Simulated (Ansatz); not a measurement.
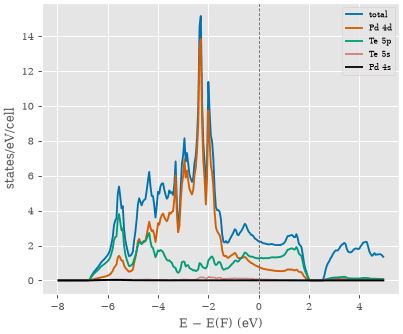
*Total and projected density of states of TePd in space group Cmcm (No. 63; Te on 4c, Pd on 4c), plane-wave PAW PBE (Ansatz code)*

Question: Which orbitals carry the states next to the Fermi level?

Answer: Within 0.5 eV of the Fermi level: Te 5p 56 %, Pd 4d 35 %, outside the projected shells 7 %. Projections are on Löwdin-orthogonalised atomic valence shells; empty p or d shells of many metals are not among them.

Question: Where is the tallest occupied peak in this window, and what makes it?

Answer: Near -2.3 eV, about 15 states/eV per cell; the largest projected share is Pd 4d.

The start of the workflow was typed in or built on a structure type; neither database checked (COD, Materials Project) lists it. COD files the formula under space group No. 194, so this cell is another polymorph or a model. Whether it is the stable phase at ambient conditions was not checked. Symmetry was held in the PBE relaxation; whether a distortion lowers the energy is not shown. No spin polarisation was allowed. Spin–orbit coupling is left out wherever it is not named.

Potentials: the earlier of the program's two PAW sets.
